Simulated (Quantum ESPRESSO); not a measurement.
## Grüneisen parameters and expansion of LiCl (Fm-3m)

Wanted: mode Grüneisen parameters of LiCl and a free-energy fit over volumes.

What experiment has found for this phase:
- volume expansion coefficient 131.4 1e-6/K and heat capacity C_P per formula unit 48.1 J/mol/K near room temperature (given in “High-Throughput Prediction of Finite-Temperature Properties using the Quasi-Harmonic Approximation”, 2016, arXiv:1603.06924)
- volume expansion coefficient 131.1 1e-6/K near room temperature (given in “Descriptors for thermal expansion in solids”, 2017, arXiv:1701.03966)

Main program and level: Quantum ESPRESSO 7.5; DFT LDA, scalar-relativistic, plane waves, GBRV ultrasoft pseudopotentials.

The database entry behind the starting cell differs from later determinations by our own check (0.1 to 0.3 % short, probably kX units), so it need not match the best structure at ambient conditions.

### Step 1. Set-up

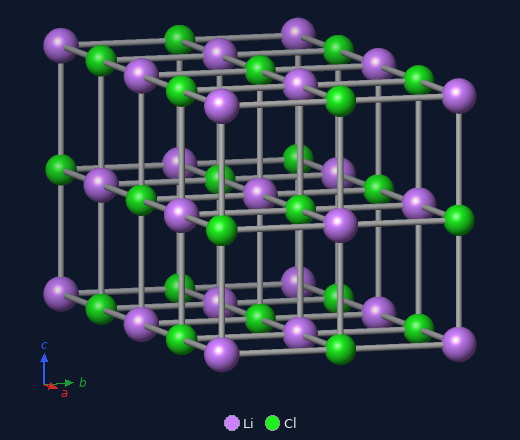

Start, viewed slightly off an axis; lithium purple, chlorine green. 2×1×1 cells are drawn. This picture shows the conventional cell, with its axes. Some periodic images of atoms are drawn too.

### Step 2. A first coarse run

Before spending time, one coarse run tells the gap and the pressure of the starting cell.

File probe.in:

```
&CONTROL
  calculation = 'scf'
  prefix      = 'x'
  outdir      = './tmp'
  pseudo_dir  = './pseudo'
  tprnfor     = .true.
  tstress     = .true.
  verbosity   = 'high'
/
&SYSTEM
  ibrav       = 0
  nat         = 2
  ntyp        = 2
  ecutwfc     = 34.0
  ecutrho     = 204.0
  occupations = 'smearing'
  smearing    = 'gaussian'
  degauss     = 0.01
/
&ELECTRONS
  conv_thr         = 1.0d-07
  mixing_beta      = 0.7
  electron_maxstep = 100
/
ATOMIC_SPECIES
 Li      6.9400  Li.upf
 Cl     35.4500  Cl.upf
CELL_PARAMETERS angstrom
     0.000000000    2.564770000    2.564770000
     2.564770000    0.000000000    2.564770000
     2.564770000    2.564770000    0.000000000
ATOMIC_POSITIONS crystal
 Li     0.000000000   0.000000000   0.000000000
 Cl     0.500000000   0.500000000   0.500000000
K_POINTS automatic
 6 6 6 0 0 0
```

Launch:

```sh
$ OMP_NUM_THREADS=1 mpirun -n 4 pw.x -nk 4 -in probe.in > probe.out
```

The log of the run:

```text
Program PWSCF v.7.5

     This program is part of the open-source Quantum ESPRESSO suite
     for quantum simulation of materials; please cite
         "P. Giannozzi et al., J. Phys.:Condens. Matter 21 395502 (2009);
         "P. Giannozzi et al., J. Phys.:Condens. Matter 29 465901 (2017);
         "P. Giannozzi et al., J. Chem. Phys. 152 154105 (2020);
     in publications or presentations arising from this work. More details at

     Message from routine setup:
     using ibrav=0 with symmetry is DISCOURAGED, use correct ibrav instead

     G-vector sticks info
     --------------------
     sticks:   dense  smooth     PW     G-vecs:    dense   smooth      PW
     Sum         661     439    151                11191     6081    1139

     Using Slab Decomposition

     bravais-lattice index     =            0
     lattice parameter (alat)  =       6.8543  a.u.
     unit-cell volume          =     227.7046 (a.u.)^3
     number of atoms/cell      =            2
     number of atomic types    =            2
     number of electrons       =        10.00
     number of Kohn-Sham states=            9
     kinetic-energy cutoff     =      34.0000  Ry
     charge density cutoff     =     204.0000  Ry
     scf convergence threshold =      1.0E-07
     mixing beta               =       0.7000
     number of iterations used =            8  plain     mixing
     Exchange-correlation=  SLA  PZ   NOGX NOGC
                           (   1   1   0   0   0   0   0)

     celldm(1)=   6.854287  celldm(2)=   0.000000  celldm(3)=   0.000000
     celldm(4)=   0.000000  celldm(5)=   0.000000  celldm(6)=   0.000000

     crystal axes: (cart. coord. in units of alat)
               a(1) = (   0.000000   0.707107   0.707107 )
               a(2) = (   0.707107   0.000000   0.707107 )
               a(3) = (   0.707107   0.707107   0.000000 )

     reciprocal axes: (cart. coord. in units 2 pi/alat)
               b(1) = ( -0.707107  0.707107  0.707107 )
               b(2) = (  0.707107 -0.707107  0.707107 )
               b(3) = (  0.707107  0.707107 -0.707107 )

     PseudoPot. # 1 for Li read from file:
     ./pseudo/Li.upf
     Pseudo is Ultrasoft, Zval =  3.0
     Using radial grid of  751 points,  5 beta functions with:
                l(1) =   0
                l(2) =   0
                l(3) =   0
                l(4) =   1
                l(5) =   1
     Q(r) pseudized with 10 coefficients,  rinner =    1.150   1.150   1.150

     PseudoPot. # 2 for Cl read from file:
     ./pseudo/Cl.upf
     Pseudo is Ultrasoft + core correction, Zval =  7.0
     Using radial grid of  909 points,  6 beta functions with:
                l(1) =   0
                l(2) =   0
                l(3) =   1
                l(4) =   1
                l(5) =   2
                l(6) =   2
     Q(r) pseudized with  8 coefficients,  rinner =    1.300   1.300   1.300
                                                       1.300   1.300

     atomic species   valence    mass     pseudopotential
     Li                3.00     6.94000     Li( 1.00)
     Cl                7.00    35.45000     Cl( 1.00)

     48 Sym. Ops., with inversion, found

                                    s                        frac. trans.

      isym =  1     identity

 cryst.   s( 1) = (     1          0          0      )
                  (     0          1          0      )
                  (     0          0          1      )

 cart.    s( 1) = (  1.0000000 -0.0000000  0.0000000 )
                  ( -0.0000000  1.0000000  0.0000000 )
                  ( -0.0000000  0.0000000  1.0000000 )

      isym =  2     180 deg rotation - cart. axis [0,0,1]

 cryst.   s( 2) = (     0          1         -1      )
                  (     1          0         -1      )
                  (     0          0         -1      )

 cart.    s( 2) = ( -1.0000000  0.0000000  0.0000000 )
                  (  0.0000000 -1.0000000  0.0000000 )
                  (  0.0000000 -0.0000000  1.0000000 )

      isym =  3     180 deg rotation - cart. axis [0,1,0]

 cryst.   s( 3) = (     0         -1          1      )
                  (     0         -1          0      )
                  (     1         -1          0      )

 cart.    s( 3) = ( -1.0000000 -0.0000000 -0.0000000 )
                  (  0.0000000  1.0000000 -0.0000000 )
                  (  0.0000000  0.0000000 -1.0000000 )

      isym =  4     180 deg rotation - cart. axis [1,0,0]

 cryst.   s( 4) = (    -1          0          0      )
                  (    -1          0          1      )
                  (    -1          1          0      )

 cart.    s( 4) = (  1.0000000  0.0000000 -0.0000000 )
                  ( -0.0000000 -1.0000000 -0.0000000 )
                  ( -0.0000000 -0.0000000 -1.0000000 )

      isym =  5     180 deg rotation - cart. axis [1,1,0]

 cryst.   s( 5) = (    -1          0          1      )
[...]
cart.    s( 5) = ( -0.0000000  1.0000000 -0.0000000 )
[...]
isym =  6     180 deg rotation - cart. axis [1,-1,0]

 cryst.   s( 6) = (     0         -1          0      )
[...]
cart.    s( 6) = (  0.0000000 -1.0000000 -0.0000000 )
[...]
isym =  7      90 deg rotation - cart. axis [0,0,-1]

 cryst.   s( 7) = (     0          1          0      )
[...]
cart.    s( 7) = (  0.0000000  1.0000000  0.0000000 )
[...]
isym =  8      90 deg rotation - cart. axis [0,0,1]

 cryst.   s( 8) = (     1          0         -1      )
[...]
cart.    s( 8) = ( -0.0000000 -1.0000000  0.0000000 )
[...]
isym =  9     180 deg rotation - cart. axis [1,0,1]

 cryst.   s( 9) = (    -1          1          0      )
[...]
cart.    s( 9) = (  0.0000000  0.0000000  1.0000000 )
[...]
isym = 10     180 deg rotation - cart. axis [-1,0,1]

 cryst.   s(10) = (     0          0         -1      )
[...]
cart.    s(10) = ( -0.0000000  0.0000000 -1.0000000 )
[...]
isym = 11      90 deg rotation - cart. axis [0,1,0]

 cryst.   s(11) = (     0          0          1      )
[...]
cart.    s(11) = ( -0.0000000 -0.0000000  1.0000000 )
[...]
isym = 12      90 deg rotation - cart. axis [0,-1,0]

 cryst.   s(12) = (     1         -1          0      )
[...]
cart.    s(12) = (  0.0000000 -0.0000000 -1.0000000 )
[...]
isym = 13     180 deg rotation - cart. axis [0,1,1]

[...]
0.0000

          k = 0.2357 0.2357-0.2357 (   769 PWs)   bands (ev):

   -40.9616 -11.4624  -0.8329   1.2580   1.2580   8.1578  11.1424  11.1424
    12.8552

     occupation numbers
     1.0000   1.0000   1.0000   1.0000   1.0000   0.0000   0.0000   0.0000
     0.0000

          k =-0.3536-0.3536 0.3536 (   778 PWs)   bands (ev):

   -40.9609 -11.3023  -1.4381   1.1986   1.1986   7.8493  10.6033  10.6033
    14.1180

     occupation numbers
     1.0000   1.0000   1.0000   1.0000   1.0000   0.0000   0.0000   0.0000
     0.0000

          k = 0.2357 0.0000-0.0000 (   769 PWs)   bands (ev):

   -40.9629 -11.7060   0.6386   1.1405   1.1405   8.6596  11.5675  11.8166
    13.2209

     occupation numbers
     1.0000   1.0000   1.0000   1.0000   1.0000   0.0000   0.0000   0.0000
     0.0000

          k = 0.3536 0.1179-0.1179 (   761 PWs)   bands (ev):

   -40.9615 -11.4588  -0.4602   0.8970   0.9296   9.3043  10.7259  11.3121
    12.5345

     occupation numbers
     1.0000   1.0000   1.0000   1.0000   1.0000   0.0000   0.0000   0.0000
     0.0000

          k =-0.2357-0.4714 0.4714 (   763 PWs)   bands (ev):

   -40.9605 -11.2422  -1.2290   0.5292   0.9485   8.8507  10.4801  11.4436
    13.0106

     occupation numbers
     1.0000   1.0000   1.0000   1.0000   1.0000   0.0000   0.0000   0.0000
     0.0000

          k =-0.1179-0.3536 0.3536 (   767 PWs)   bands (ev):

   -40.9608 -11.2995  -1.0084   0.3776   1.1785   8.8856  10.9483  11.1018
    12.7300

     occupation numbers
     1.0000   1.0000   1.0000   1.0000   1.0000   0.0000   0.0000   0.0000
     0.0000

          k = 0.0000-0.2357 0.2357 (   767 PWs)   bands (ev):

[...]
occupation numbers
[...]
k = 0.4714 0.0000-0.0000 (   769 PWs)   bands (ev):

[...]
occupation numbers
[...]
k =-0.1179-0.5893 0.5893 (   759 PWs)   bands (ev):

[...]
occupation numbers
[...]
k =-0.0000-0.4714 0.4714 (   752 PWs)   bands (ev):

[...]
occupation numbers
[...]
k =-0.7071 0.0000 0.0000 (   740 PWs)   bands (ev):

   -40.9596 -11.0467  -1.5357   0.3197   0.3197   9.0382   9.4084  13.5492
    15.1877

     occupation numbers
     1.0000   1.0000   1.0000   1.0000   1.0000   0.0000   0.0000   0.0000
     0.0000

          k =-0.2357-0.4714 0.7071 (   763 PWs)   bands (ev):

   -40.9605 -11.2386  -0.8504   0.0460   0.8132  10.1455  10.4982  10.8111
    12.9642

     occupation numbers
     1.0000   1.0000   1.0000   1.0000   1.0000   0.0000   0.0000   0.0000
     0.0000

          k =-0.1179-0.3536 0.5893 (   748 PWs)   bands (ev):

   -40.9599 -11.1206  -0.9861  -0.3396   0.6487  10.0238  10.4978  12.0544
    12.2940

     occupation numbers
     1.0000   1.0000   1.0000   1.0000   1.0000   0.0000   0.0000   0.0000
     0.0000

          k =-0.7071 0.2357 0.0000 (   750 PWs)   bands (ev):

   -40.9597 -11.0540  -1.1609  -0.2566   0.3549   9.8855  10.5342  12.4402
    12.5545

     occupation numbers
     1.0000   1.0000   1.0000   1.0000   1.0000   0.0000   0.0000   0.0000
     0.0000

     the Fermi energy is     2.1250 ev

!    total energy              =     -47.85726181 Ry
     estimated scf accuracy    <       0.00000004 Ry
     smearing contrib. (-TS)   =      -0.00000000 Ry
     internal energy E=F+TS    =     -47.85726181 Ry

     The total energy is F=E-TS. E is the sum of the following terms:
     one-electron contribution =     -10.58262209 Ry
     hartree contribution      =       7.55723134 Ry
     xc contribution           =     -12.67700754 Ry
     ewald contribution        =     -32.15486352 Ry

     convergence has been achieved in   5 iterations

     negative rho (up, down):  1.306E-02 0.000E+00

     Forces acting on atoms (cartesian axes, Ry/au):

     atom    1 type  1   force =     0.00000000   -0.00000000    0.00000000
     atom    2 type  2   force =    -0.00000000    0.00000000   -0.00000000
     The non-local contrib.  to forces
     atom    1 type  1   force =     0.00000000   -0.00000000    0.00000000
     atom    2 type  2   force =     0.00000000    0.00000000    0.00000000
     The ionic contribution  to forces
     atom    1 type  1   force =     0.00000000    0.00000000    0.00000000
     atom    2 type  2   force =     0.00000000   -0.00000000    0.00000000
     The local contribution  to forces
     atom    1 type  1   force =     0.00000000    0.00000000   -0.00000000
     atom    2 type  2   force =    -0.00000000   -0.00000000   -0.00000000
     The core correction contribution to forces
     atom    1 type  1   force =     0.00000000    0.00000000    0.00000000
     atom    2 type  2   force =    -0.00000000    0.00000000   -0.00000000
     The Hubbard contrib.    to forces
     atom    1 type  1   force =     0.00000000    0.00000000    0.00000000
     atom    2 type  2   force =     0.00000000    0.00000000    0.00000000
     The SCF correction term to forces
     atom    1 type  1   force =     0.00000000    0.00000000   -0.00000000
     atom    2 type  2   force =     0.00000000    0.00000000   -0.00000000

     Total force =     0.000000     Total SCF correction =     0.000000

     Computing stress (Cartesian axis) and pressure

     negative rho (up, down):  1.306E-02 0.000E+00
          total   stress  (Ry/bohr**3)                   (kbar)     P=      -34.35
  -0.00023352   0.00000000   0.00000000          -34.35        0.00        0.00
   0.00000000  -0.00023352  -0.00000000            0.00      -34.35       -0.00
   0.00000000  -0.00000000  -0.00023352            0.00       -0.00      -34.35

     kinetic stress (kbar)   6258.99      0.00     -0.00
                                0.00   6258.99      0.00
                               -0.00     -0.00   6258.99

     local   stress (kbar)  -2881.62      0.00      0.00
                                0.00  -2881.62      0.00
                                0.00      0.00  -2881.62

     nonloc. stress (kbar)   4023.87     -0.00      0.00
                               -0.00   4023.87      0.00
                                0.00      0.00   4023.87

     hartree stress (kbar)   1627.41     -0.00     -0.00
                               -0.00   1627.41     -0.00
                               -0.00     -0.00   1627.41

     exc-cor stress (kbar)    339.37      0.00      0.00
                                0.00    339.37      0.00
                                0.00      0.00    339.37

     corecor stress (kbar)  -2477.99      0.00      0.00
                                0.00  -2477.99      0.00
                                0.00      0.00  -2477.99

     ewald   stress (kbar)  -6924.38      0.00      0.00
                                0.00  -6924.38      0.00
                                0.00      0.00  -6924.38

     hubbard stress (kbar)      0.00      0.00      0.00
                                0.00      0.00      0.00
                                0.00      0.00      0.00

     DFT-D   stress (kbar)      0.00      0.00      0.00
[...]
XDM     stress (kbar)      0.00      0.00      0.00
[...]
dft-nl  stress (kbar)      0.00      0.00      0.00
                                0.00      0.00      0.00
                                0.00      0.00      0.00

     TS-vdW  stress (kbar)      0.00      0.00      0.00
                                0.00      0.00      0.00
                                0.00      0.00      0.00

     MDB     stress (kbar)      0.00      0.00      0.00
                                0.00      0.00      0.00
                                0.00      0.00      0.00

     3D-RISM stress (kbar)      0.00      0.00      0.00
                                0.00      0.00      0.00
                                0.00      0.00      0.00

     Writing all to output data dir ./tmp/x.save/ :
     XML data file, charge density, pseudopotentials, collected wavefunctions

   JOB DONE.
```

The job ended after 1.8 s (4 MPI ranks of Intel Xeon Platinum 8488C (Sapphire Rapids), shared host).

A gap read on the k-mesh alone can miss the band edges.

Numbers from this step:

| Quantity | Value |
| --- | --- |
| volume per atom | 16.87 Å³ |
| pressure | -3.435 GPa |
| gap on the k-mesh | 5.985 eV |

The start is under -3.4 GPa at this level and looks like an insulator or semiconductor on this mesh.

(Continued in part 2 of 8.)

[Logs are printed without paths, hosts, clocks, repeated set-up lines and the standing remarks that a program may print on its own settings, such as how far it seeks lower states.]

[Hosts, paths, dates, database ids (printed as entryN), source tags and the programs' standing remarks are cut or masked in the printed files.]

[A step with changed settings may run another functional than the one named; its input shows which.]

[Of the runs on displaced cells, only some may be shown.]
